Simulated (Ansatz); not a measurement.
# What SrHfTe3 (built on the sites of a database entry of SrHfO3) distorts into

Which phase does SrHfTe3 (built on the sites of a database entry of SrHfO3) fall into along its unstable mode, and how much energy does it gain?

Main program and level: Ansatz 0.2.0; DFT PBEsol, scalar-relativistic, plane waves, norm-conserving pseudopotentials.

The structure was built from a prototype and need not be the compound's stable phase.

## Step 1: The structure

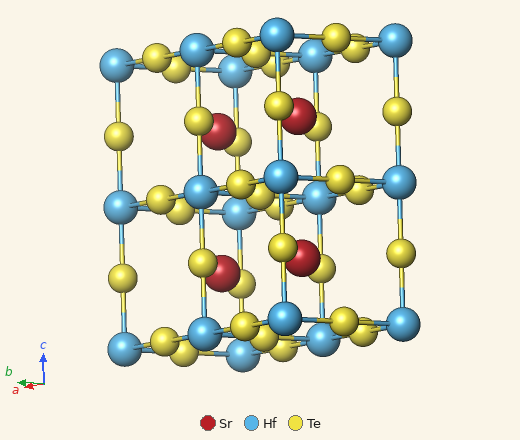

Start, viewed from a free direction; strontium red, hafnium blue, tellurium yellow. 2×1×2 cells are drawn. Some periodic images of atoms are drawn too.

## Step 2: The dispersion

The cell comes from relaxations at this level that are not shown. Stability and thermal properties need the whole zone. Linear response on a 2×2×2 q mesh gives force constants as far as a supercell of that size would.

input.yaml

```yaml
crystal:
  lattice:
    - [5.5376898064, 0.0, 0.0]
    - [0.0, 5.5376898064, 0.0]
    - [0.0, 0.0, 5.5376898064]
  atoms:
    - { symbol: Sr, position: [0.5, 0.5, 0.5] }
    - { symbol: Hf, position: [0.0, 0.0, 0.0] }
    - { symbol: Te, position: [0.5, 0.0, 0.0] }
    - { symbol: Te, position: [0.0, 0.5, 0.0] }
    - { symbol: Te, position: [0.0, 0.0, 0.5] }
kpoints:
  mp_grid: { grid: [6, 6, 6] }
hamiltonian:
  xc: pbesol
  pseudopotentials: { kind: nc }
scf:
  occupations: { method: methfessel_paxton, width: 0.2 }
output:
  eigenvalues: true
phonons:
  method: dfpt
  qmesh: [2, 2, 2]
  temperatures: { t_max: 1000, t_step: 50 }
  qpath:
    path:
      - [[0.0, 0.0, 0.0], [0.0, 0.5, 0.0], [0.5, 0.5, 0.0], [0.0, 0.0, 0.0], [0.5, 0.5, 0.5], [0.0, 0.5, 0.0]]
      - [[0.5, 0.5, 0.5], [0.5, 0.5, 0.0]]
    npoints: 10
```

On the command line:

```bash
ansatz run input.yaml --threads 8 --pin off --max-ram 14336MiB --backend cpu --events-out ev --progress --plain --runs-dir out
```

Numbers of over 12 decimals in the logs are rounded to 6 here.

The log of the run:

```text
Engine: ansatz 0.2.0, aarch64-unknown-linux-gnu
Pseudopotentials: kind: nc
Pseudopotential: Sr, nc, valence charge 10, recommended cutoff 925.187132 eV (normal), Sr.nc.azcp (PseudoDojo's, or run here from an input of PseudoDojo's: the run reads no file of this project's for it)
Pseudopotential: Hf, nc, valence charge 12, recommended cutoff 789.130201 eV (normal), Hf.nc.azcp (PseudoDojo's, or run here from an input of PseudoDojo's: the run reads no file of this project's for it)
Pseudopotential: Te, nc, valence charge 16, recommended cutoff 1120 eV (normal), Te.nc.azcp (PseudoDojo's, or run here from an input of PseudoDojo's: the run reads no file of this project's for it)
Functional definition: PBEsol
  exchange = pbesol_x
  correlation = pbesol_c
Crystal: 5 atoms, lattice volume = 169.819 Å³
Basis set: ecut = 1120 eV, 14411 PW (Γ), exchange–correlation on 128×128×128 points (8 copies of the dense FFT grid, shifted against one another)
Bands: 42, of which v1, the nominal top of the filled ones, is band 35 counted from 1 (34 counted from 0)
Symmetry: 48 space group operations
k-points: 20 of 216
Non-local potential: Sr, projectors of the file, l = 0: 2, l = 1: 2, l = 2: 2
Non-local potential: Hf, projectors of the file, l = 0: 2, l = 1: 2, l = 2: 2, l = 3: 2
Non-local potential: Te, projectors of the file, l = 0: 3, l = 1: 2, l = 2: 2, l = 3: 2
Initial density: superposition of atomic densities (chi_scale 0.1, normalization cell, long waves kept (reshape's long-wave potential 0.00 eV rms))
Initial wavefunctions: pseudopotential atomic-orbital guess
Functional: x = pbesol(κ = 0.804, μ = 0.123457), c = pbesol(β = 0.046)
SCF iter   1: F=—  HF=-11009.536705 eV  |F-HF|=—  |Δ(HF+E_count)|=         —  Δρ=3.14e-2  dr2=3.06e0  ethr=3.10e-3  ⟨swp⟩=9.8  Hψ=3994  notcnv=0
preconditioner: auto → Kerker (q_TF=auto, 2.354 Å⁻¹)  [metal: Δε(μ)=0.129 eV  Ē_g=6.416 eV  σ=0.200 eV  W_gap=0.47  n_scr=32 (ndim 8)  ℏωp=14.0 eV  f_vac=0.000  D(μ)=1.28/eV (n_scr^D=6)]
SCF iter   2: F=—  HF=-11008.844435 eV  |F-HF|=—  |Δ(HF+E_count)|=   6.92e-1  S|Δr|=    0.00e0  Δρ=1.61e-2  dr2=5.83e-1  ethr=3.10e-3  ⟨swp⟩=3.1  Hψ=1434  notcnv=0  defer=18
preconditioner: auto → Resta (q_TF=auto, 2.354 Å⁻¹)  ε∞=5.4  [insulator: Δε(μ)=0.177 eV  Ē_g=6.685 eV  σ=0.200 eV  W_gap=0.67  n_scr=32 (ndim 8)  ℏωp=14.0 eV  f_vac=0.000  D(μ)=0.44/eV (n_scr^D=0)  ε∞_Penn≈5.4]
SCF iter   3: F=—  HF=-11008.669743 eV  |F-HF|=—  |Δ(HF+E_count)|=   1.75e-1  S|Δr|=    0.00e0  Δρ=4.42e-3  dr2=4.27e-2  ethr=8.34e-4  ⟨swp⟩=4.0  Hψ=1949  notcnv=0  defer=18
SCF iter   4: F=—  HF=-11008.667356 eV  |F-HF|=—  |Δ(HF+E_count)|=   2.39e-3  S|Δr|=    0.00e0  Δρ=1.36e-3  dr2=4.43e-3  ethr=6.09e-5  ⟨swp⟩=2.3  Hψ=1173  notcnv=0  defer=18
SCF iter   5: F=—  HF=-11008.668404 eV  |F-HF|=—  |Δ(HF+E_count)|=   1.05e-3  S|Δr|=    0.00e0  Δρ=2.48e-4  dr2=2.12e-4  ethr=6.33e-6  ⟨swp⟩=2.0  Hψ=1456  notcnv=0  defer=18
SCF iter   6: F=—  HF=-11008.668486 eV  |F-HF|=—  |Δ(HF+E_count)|=   8.28e-5  S|Δr|=    0.00e0  Δρ=6.60e-5  dr2=1.12e-5  ethr=3.03e-7  ⟨swp⟩=2.3  Hψ=1225  notcnv=0  defer=18
SCF iter   7: F=—  HF=-11008.668498 eV  |F-HF|=—  |Δ(HF+E_count)|=   1.14e-5  S|Δr|=    0.00e0  Δρ=1.54e-5  dr2=4.71e-7  ethr=1.61e-8  ⟨swp⟩=2.6  Hψ=1204  notcnv=0  defer=18
SCF iter   8: F=—  HF=-11008.669083 eV  |F-HF|=—  |Δ(HF+E_count)|=   5.85e-4  S|Δr|=    0.00e0  Δρ=4.65e-6  dr2=2.54e-8  ethr=6.72e-10  ⟨swp⟩=2.9  Hψ=1471  notcnv=0  defer=18
SCF iter   9: F=—  HF=-11008.669083 eV  |F-HF|=—  |Δ(HF+E_count)|=   1.08e-9  S|Δr|=    0.00e0  Δρ=1.02e-6  dr2=1.38e-9  ethr=3.63e-11  ⟨swp⟩=2.6  Hψ=1584  notcnv=0  defer=18
SCF iter  10: F=—  HF=-11008.669083 eV  |F-HF|=—  |Δ(HF+E_count)|=  1.64e-11  S|Δr|=    0.00e0  Δρ=2.64e-7  dr2=7.06e-11  ethr=1.97e-12  ⟨swp⟩=2.2  Hψ=1509  notcnv=0  defer=18
SCF iter  11: F=-11008.669083 eV  HF=-11008.669083 eV  |F-HF|=9.09e-12  |Δ(HF+E_count)|=  7.28e-12  S|Δr|=    0.00e0  Δρ=8.16e-8  dr2=7.31e-12  ethr=1.00e-12  ⟨swp⟩=15.5  Hψ=5818  notcnv=0
SCF 1 converged in 11 iterations: F = -11008.669083 eV  dr2 = 7.31e-12
Initial density: read from a saved state, or passed on in memory by an earlier SCF of this step, an earlier step, the calling program or the single point that the run made first
iter 1 solved again at ethr=1.33e-7 eV; its pass at ethr=3.10e-3 eV (dr2=9.30e-5 eV) is discarded
SCF iter   1: F=—  HF=-11008.668524 eV  |F-HF|=—  |Δ(HF+E_count)|=         —  Δρ=8.18e-7  dr2=8.06e-10  ethr=1.33e-7  ⟨swp⟩=5.8  Hψ=8003  notcnv=0
eigensolver tolerance schedule: the retry pair's looser diagonalisation over-reported the residual by 115424.77 of it (diagonalisation noise at an unbounded share of the residual, at the tolerance the schedule requests for it); recorded, not acted on — ethr = c·dr2/N_el stays at c = 1.0e-1
preconditioner: auto → Kerker (q_TF=auto, 2.354 Å⁻¹)  [metal: Δε(μ)=0.093 eV  Ē_g=6.872 eV  σ=0.200 eV  W_gap=0.38  n_scr=32 (ndim 8)  ℏωp=14.0 eV  f_vac=0.010  D(μ)=0.80/eV (n_scr^D=0)]
SCF iter   2: F=—  HF=-11008.669083 eV  |F-HF|=—  |Δ(HF+E_count)|=   5.59e-4  S|Δr|=    0.00e0  Δρ=3.74e-7  dr2=1.46e-10  ethr=1.15e-12  ⟨swp⟩=5.2  Hψ=3233  notcnv=0
SCF iter   3: F=—  HF=-11008.669083 eV  |F-HF|=—  |Δ(HF+E_count)|=  3.09e-11  S|Δr|=    0.00e0  Δρ=2.47e-7  dr2=6.71e-11  ethr=1.00e-12  ⟨swp⟩=1.1  Hψ=841  notcnv=0
SCF iter   4: F=-11008.669083 eV  HF=-11008.669083 eV  |F-HF|=7.28e-12  |Δ(HF+E_count)|=  2.36e-11  S|Δr|=    0.00e0  Δρ=6.40e-8  dr2=5.63e-12  ethr=1.00e-12  ⟨swp⟩=5.2  Hψ=3227  notcnv=0
SCF 2 converged in 4 iterations: F = -11008.669083 eV  dr2 = 5.63e-12
phonons: the bands overlap, so this run is a metal and interpolates without the dipole-dipole term. If the crystal is really an insulator or semiconductor, its LO-TO splitting is missing
NSCF: frozen V_eff on 20 k-points
WARN: eigensolver did not converge (k=6): 1 band(s) unlocked after 2 eigensolves, warm-restarted (20 sweeps on the last) at ethr=1.37e-12 eV (storage-precision floor; scheduled 1.00e-12 eV) (lowest unlocked band 41, counted from 0; max residual 1.50e-5 eV among the unlocked bands, 1.50e-5 eV over every band; other slots of this pass that fall short are told together in one closing line; warning suppressed until the next SCF loop or pass starts)
WARN: eigensolver did not converge in 3 slots of this pass, the one above among them; of largest residual over every band (k=10): 1 band(s) unlocked (lowest unlocked band 41, counted from 0; max residual 5.37e-5 eV among the unlocked bands, 5.37e-5 eV over every band); of lowest unlocked band (k=6): band 41
NSCF: frozen V_eff on 64 k-points
DFPT response loops at q = (0, 0, 0) (fractional): preconditioner auto → Kerker (q_TF=auto, 2.354 Å⁻¹) (partly filled bands, converged f_vac=0.010); β = 1.00, the filter's whole step (`scf.mixing.beta` (0.50) is not read by the response loops under this deck's `scf.mixing.preconditioner`; to damp them name `kerker` or `kerker_dos`, under which they read `scf.mixing.beta`, and type it under 1.00, their step now; both keys bind the ground state too); Broyden in place of MSR1
NSCF: frozen V_eff on 128 k-points
DFPT response loops at q = (0, 0, -0.5) (fractional): mixed as the last ones told, above
NSCF: frozen V_eff on 128 k-points
DFPT response loops at q = (0, -0.5, -0.5) (fractional): mixed as the last ones told, above
NSCF: frozen V_eff on 128 k-points
DFPT response loops at q = (-0.5, -0.5, -0.5) (fractional): mixed as the last ones told, above
SCF converged after 11 iterations
Stability not checked: this state was not tested for a lower state beside it, because cold or Methfessel-Paxton smearing, or corrected tetrahedra, fill the levels in a way that the test cannot read (fill_not_monotonic; see scf.lower_state_search)
Free energy (F): -11008.669083 eV
Harris-Foulkes:  -11008.669083 eV  (|F-HF|=9.09e-12)
Internal energy: -11008.672840 eV  (E = F + TS)
E sigma→0 (E₀):  -11008.670022 eV
Entropy (-TS):   0.003758 eV (0.752 meV/atom)
Fermi energy:    8.945613 eV
Step filling:    the computed levels leave a gap of 0.0931 eV = 0.5 smearing widths at the electron count; against every level under it full and every level over it empty, smearing changes F+E_penalty+E_count by +2.032 meV and its σ→0 estimate by +1.092 meV
--- Per-component energies (eV) ---
  E_band       = -1082.484042
  E_kinetic    = 5279.954297
  E_local      = -8426.081158  (includes V_loc(G=0)·N_el)
  E_nonlocal   = -2202.146337
  E_hartree    = 2953.965151
  E_xc         = -2596.887774
  E_vxc        = -1642.141286  (∫ρ·V_xc dr)
  E_ewald      = -6017.477020
  E_smearing   = 0.003758  (= −TS)
  E_closure    = -0.000000  (closes the sum)
  Σ components = -11008.669083   (vs F -11008.669083, Δ=0.00e0)
--- Band table (eV; the first three rows and the last of 20) ---
  k-point 0: bands = [... 31 lower, 7.6680, 8.5587, 8.5587, 8.5587, 8.7622, 8.7622, 8.7622, 9.3582, ... 3 higher]
  k-point 1: bands = [... 31 lower, 7.4139, 7.6437, 8.3022, 8.3022, 8.7966, 9.6202, 9.6202, 9.7764, ... 3 higher]
  k-point 2: bands = [... 31 lower, 6.5170, 7.0286, 8.2005, 8.2005, 8.8706, 10.5104, 10.6532, 10.6532, ... 3 higher]
  k-point 19: bands = [... 31 lower, 5.4112, 9.1691, 9.1691, 9.1691, 9.6380, 11.1163, 11.1163, 11.1163, ... 3 higher]
--- Phonons (Γ-DFPT): 4 representative perturbations + reference (Σ response iterations 11) ---
  ASR residual: 1.980e-4 → 0.000e0 eV/Å²; symmetrization residual: 2.235e-5 eV/Å²
  ASR residual per site (eV/Å²): 5.31e-5 1.04e-4 1.98e-4 1.98e-4 1.98e-4
  Γ frequencies (cm⁻¹): -58.52 -58.52 -58.52 -40.81 -40.81 -40.81 0.00 0.00 0.00 17.55 17.55 17.55 190.91 190.91 190.91
--- Phonons (arbitrary-q DFPT): 4 irreducible q on the 2×2×2 mesh ---
  q = [0.0000, 0.0000, 0.0000] (star 1, of the zone-centre solve; hermiticity 3.62e-6, symmetrization 3.62e-14): -58.52 -58.52 -58.52 -40.81 -40.81 -40.81 -0.00 0.00 0.00 17.55 17.55 17.55 190.91 190.91 190.91
  q = [0.0000, 0.0000, -0.5000] (star 3, 9 solved perturbations in 504 linear systems a pass and spin channel, the states on 64 of 216 k-point pairs; hermiticity 3.83e-6, symmetrization 1.31e-12, the responses' own estimated error 3.2e-4 eV/Å²): -51.97 -51.97 -28.36 -28.36 -15.92 -9.20 -9.20 28.55 43.66 43.66 53.31 125.34 189.03 190.79 190.79
  q = [0.0000, -0.5000, -0.5000] (star 3, 9 solved perturbations in 504 linear systems a pass and spin channel, the states on 64 of 216 k-point pairs; hermiticity 5.54e-6, symmetrization 1.32e-12, the responses' own estimated error 3.1e-4 eV/Å²): -70.11 -54.59 -54.59 -39.33 -15.00 39.18 39.18 42.07 42.07 77.76 125.83 125.83 140.33 191.59 198.36
  q = [-0.5000, -0.5000, -0.5000] (star 1, 4 solved perturbations in 184 linear systems a pass and spin channel, the states on 64 of 216 k-point pairs; hermiticity 3.49e-6, symmetrization 1.00e-12, the responses' own estimated error 2.7e-4 eV/Å²): -72.09 -72.09 -72.09 -53.86 -53.86 -53.86 74.00 74.00 74.00 117.53 117.53 125.10 125.10 125.10 207.28
  sum rule: each row above includes the acoustic sum rule's correction from the zone centre's row sums; it moved no ω² by more than (0.65 cm⁻¹)²
  mesh force constants: q→R imaginary residual 2.73e-18; ASR residual 1.980e-4 → 0.000e0 eV/Å²; symmetrization residual 3.020e-14 eV/Å²
  interpolated dispersion: 62 rows × 15 modes
  density of states and harmonic sums: on the 12×12×12 q-mesh, interpolated from the force constants of a 2×2×2 supercell (no non-analytic term)
  largest difference from the sums on the solved wave vectors: F 1.56e-1 eV, S 2.09e-4 and C_V 5.28e-5 eV/K
  zero-point energy: 0.058342 eV/cell   skipped modes (ω ≤ 0): 490, of them read as no rigid motion or as one in doubt: 487 (5.760e0 modes/cell left out, lowest -72.09 cm⁻¹)   left out of the sums: 3.84e-1 of the cell's modes: C_V's classical limit lies that fraction below 3 k_B per atom; for a crystal, a wire or a layer, F and S can be off by more, and a phonons.interpolated_qmesh denser along its periods is the remedy for the sampling
```

Wall time 11 min (8 threads of Arm Neoverse V2, shared host); peak memory 5 GiB; 83 min of CPU time.

The column dr2 measures how far the density is from self-consistency, as an energy; F and HF (Harris–Foulkes) agree once it is small.

This step gave:

```
volume per atom                                         : 33.96 Å³
gap on the k-mesh                                       : 0 eV
sum-rule residual before enforcement                    : 1.98e-4 eV/Å²
lowest frequency on the path                            : -72.09 cm⁻¹
point group                                             : m-3m
highest frequency on the path or at a solved wavevector : 208.6 cm⁻¹
highest optical mode at the zone centre (no LO-TO term) : 190.9 cm⁻¹
lowest optical zone-centre mode                         : -58.52 cm⁻¹
lowest mode on the q mesh (acoustic modes at Γ apart)   : -72.09 cm⁻¹
```

Frequencies (cm⁻¹) solved at each irreducible wavevector; negative means imaginary. Frequencies by wavevector, by row:

| q in reciprocal lattice units | star | mode 1 | mode 2 | mode 3 | mode 4 | mode 13 | mode 14 | mode 15 |
| --- | --- | --- | --- | --- | --- | --- | --- | --- |
| 0 0 0 | 1 | -58.5 | -58.5 | -58.5 | -40.8 | 190.9 | 190.9 | 190.9 |
| 0 0 -0.5 | 3 | -52 | -52 | -28.4 | -28.4 | 189 | 190.8 | 190.8 |
| 0 -0.5 -0.5 | 3 | -70.1 | -54.6 | -54.6 | -39.3 | 140.3 | 191.6 | 198.4 |
| -0.5 -0.5 -0.5 | 1 | -72.1 | -72.1 | -72.1 | -53.9 | 125.1 | 125.1 | 207.3 |

Interpolated from a 2×2×2 q mesh. Phonon branches along the path, in cm⁻¹:

| point | branch 1 | branch 2 | branch 3 | branch 4 | branch 12 | branch 13 | branch 14 | branch 15 |
| --- | --- | --- | --- | --- | --- | --- | --- | --- |
| Γ | -58 | -58 | -58 | -41 | 18 | 191 | 191 | 191 |
| X | -52 | -52 | -28 | -28 | 125 | 189 | 191 | 191 |
| M | -70 | -55 | -55 | -39 | 126 | 140 | 192 | 198 |
| Γ | -58 | -58 | -58 | -41 | 18 | 191 | 191 | 191 |
| R | -72 | -72 | -72 | -54 | 125 | 125 | 125 | 207 |
| X | -52 | -52 | -28 | -28 | 125 | 189 | 191 | 191 |
| jump to R | -72 | -72 | -72 | -54 | 125 | 125 | 125 | 207 |
| M | -70 | -55 | -55 | -39 | 126 | 140 | 192 | 198 |

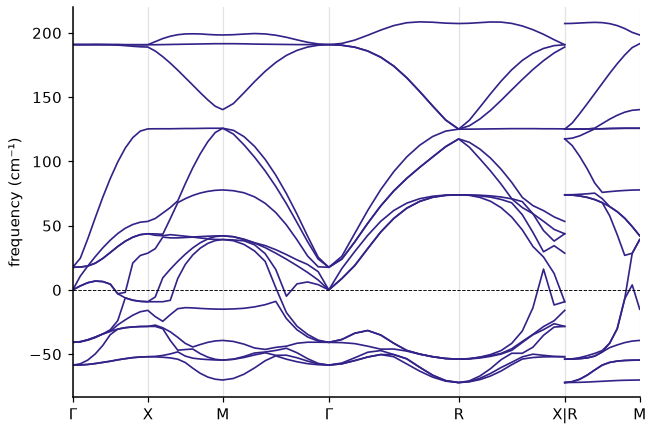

Phonon branches along the path.

Symmetry leaves 4 wavevectors to solve. The lowest mode among them, the acoustic zeros apart, lies at q = (-0.5, -0.5, -0.5) and is imaginary, 72.1i cm⁻¹, so the energy falls along it.

## Step 3: The mode frozen in, largest atomic shift 0 Å

The mode followed lies at q = (-0.5, -0.5, -0.5) with frequency 72.1i cm⁻¹ and is 3-fold degenerate, the softest among the wavevectors solved. At small amplitude the distorted cell has space group no. 167 by a symmetry search on the positions. The undistorted cell that holds it gives the zero of energy on the same k mesh.

System of this step: SrHfTe3 (built on the sites of a database entry of SrHfO3). The structure is cubic, space group Pm-3m (No. 221). The conventional cell has a = 5.538 Å, b = 5.538 Å, c = 5.538 Å, α = 90.00°, β = 90.00°, γ = 90.00°. Nearest to Sr lie 12 Te at 3.92 Å. Hf has 6 Te at 2.77 Å nearest. Nearest to Te lie 2 Hf at 2.77 Å and 4 Sr at 3.92 Å. Farther neighbours and most contacts between anions are not listed.

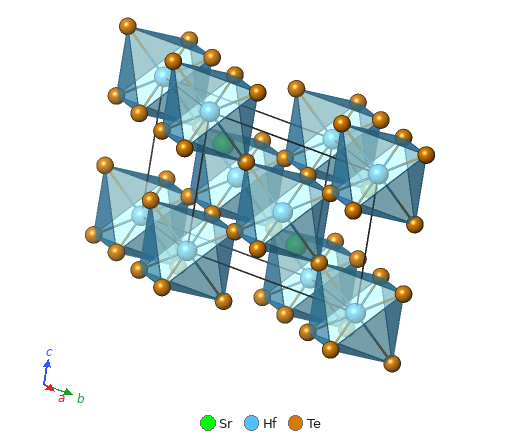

The cell of this step (strontium green, hafnium blue, tellurium orange). Some periodic images of atoms are drawn too.

input.yaml

```yaml
crystal:
  lattice:
    - [5.5376898064, 5.5376898064, 0.0]
    - [5.5376898064, 0.0, 5.5376898064]
    - [5.5376898064, 0.0, -5.5376898064]
  atoms:
    - { symbol: Sr, position: [0.5, 0.25, 0.75] }
    - { symbol: Sr, position: [0.5, 0.75, 0.25] }
    - { symbol: Hf, position: [0.0, 0.0, 0.0] }
    - { symbol: Hf, position: [0.0, 0.5, 0.5] }
    - { symbol: Te, position: [0.0, 0.25, 0.25] }
    - { symbol: Te, position: [0.0, 0.75, 0.75] }
    - { symbol: Te, position: [0.5, 0.75, 0.75] }
    - { symbol: Te, position: [0.5, 0.25, 0.25] }
    - { symbol: Te, position: [0.0, 0.25, 0.75] }
    - { symbol: Te, position: [0.0, 0.75, 0.25] }
kpoints:
  mp_grid: { grid: [6, 6, 6] }
hamiltonian:
  xc: pbesol
  pseudopotentials: { kind: nc }
scf:
  occupations: { method: methfessel_paxton, width: 0.2 }
output:
  forces: true
  stress: true
  eigenvalues: true
```

The log of the run:

```text
[...]
Crystal: 10 atoms, lattice volume = 339.638 Å³
Basis set: ecut = 1120 eV, 28811 PW (Γ), exchange–correlation on 180×180×180 points (8 copies of the dense FFT grid, shifted against one another)
Bands: 84, of which v1, the nominal top of the filled ones, is band 70 counted from 1 (69 counted from 0)
Symmetry: 96 space group operations
[...]
k-points: 16 of 216
[...]
k-point 0: bands = [... 66 lower, 8.5605, 8.7359, 8.7359, 8.7359, 9.1799, 9.1799, 9.1799, 9.3581, ... 10 higher]
  k-point 1: bands = [... 66 lower, 8.2993, 8.8620, 8.8620, 9.0403, 9.1195, 9.2051, 9.2051, 9.6881, ... 10 higher]
  k-point 2: bands = [... 66 lower, 8.0098, 8.3171, 8.3171, 8.7012, 9.4874, 9.7176, 9.7176, 10.1409, ... 10 higher]
  k-point 15: bands = [... 66 lower, 7.5156, 7.5968, 7.6128, 8.6137, 9.6385, 10.5529, 10.5556, 10.7754, ... 10 higher]
[key lines of the parts left out:]
SCF converged after 10 iterations
Free energy (F): -22017.300243 eV
Fermi energy:    9.031126 eV
P = ⅓ Tr σ = 0.1369 GPa (1.369 kbar)
```

Run time: 13 s. Hardware: 8 threads; peak memory 5.2 GiB.

This step gave:

- pressure: 0.1369 GPa
- energy from the undistorted cell: 0 meV/atom

The run ends at a pressure of 0.14 GPa.

## Step 4: The mode frozen in, largest atomic shift 0.6 Å

The atoms are moved along the unstable eigenvector, the largest shift by 0.6 Å, with the cell fixed.

input.yaml, the sections that differ from step 3:

```yaml
crystal:
  lattice:
    - [5.5376898064, 5.5376898064, 0.0]
    - [5.5376898064, 0.0, 5.5376898064]
    - [5.5376898064, 0.0, -5.5376898064]
  atoms:
    - { symbol: Sr, position: [0.5, 0.25, 0.75] }
    - { symbol: Sr, position: [0.5, 0.75, 0.25] }
    - { symbol: Hf, position: [0.0, 0.0, 0.0] }
    - { symbol: Hf, position: [0.0, 0.5, 0.5] }
    - { symbol: Te, position: [-0.07661391, 0.25, 0.32661391] }
    - { symbol: Te, position: [0.07661391, 0.75, 0.67338609] }
    - { symbol: Te, position: [0.5, 0.82661391, 0.75] }
    - { symbol: Te, position: [0.5, 0.17338609, 0.25] }
    - { symbol: Te, position: [-0.07661391, 0.32661391, 0.82661391] }
    - { symbol: Te, position: [0.07661391, 0.67338609, 0.17338609] }
# kpoints, hamiltonian, scf, output: as in step 3
```

The log of the run:

```text
[...]
Crystal: 10 atoms, lattice volume = 339.638 Å³
Basis set: ecut = 1120 eV, 28811 PW (Γ), exchange–correlation on 180×180×180 points (8 copies of the dense FFT grid, shifted against one another)
Bands: 84, of which v1, the nominal top of the filled ones, is band 70 counted from 1 (69 counted from 0)
Symmetry: 12 space group operations
[...]
k-points: 32 of 216
[...]
k-point 0: bands = [... 66 lower, 7.9718, 8.1759, 8.1759, 8.5641, 8.7961, 8.8364, 8.8364, 10.3382, ... 7 higher]
  k-point 1: bands = [... 66 lower, 7.9506, 8.0301, 8.0543, 8.3421, 9.0167, 9.0847, 9.1971, 10.3675, ... 7 higher]
  k-point 2: bands = [... 66 lower, 7.7396, 7.8088, 8.0554, 8.1781, 9.3867, 9.4292, 9.6270, 10.2433, ... 7 higher]
  k-point 31: bands = [... 66 lower, 7.6500, 7.6500, 7.6500, 7.6500, 9.7957, 9.7957, 10.1213, 10.1213, ... 7 higher]
[key lines of the parts left out:]
SCF converged after 9 iterations
Free energy (F): -22018.823558 eV
Fermi energy:    8.539266 eV
P = ⅓ Tr σ = -1.2207 GPa (-12.207 kbar)
```

Run time: 27 s. Hardware: 8 threads; peak memory 6.3 GiB.

This step gave:

```yaml
pressure: -1.221 GPa
energy_from_the_undistorted_cell: -152.3 meV/atom
```

The energy, extrapolated to zero smearing, is -152.30 meV/atom against the undistorted cell.

The run ends at a pressure of -1.22 GPa, with forces up to 0.27 eV/Å.

[end of part 1 of 2]

[Logs are printed without paths, hosts, clocks, repeated set-up lines and the standing remarks that a program may print on its own settings, such as how far it seeks lower states.]

[Hosts, paths, dates, database ids (printed as entryN), source tags and the programs' standing remarks are cut or masked in the printed files.]
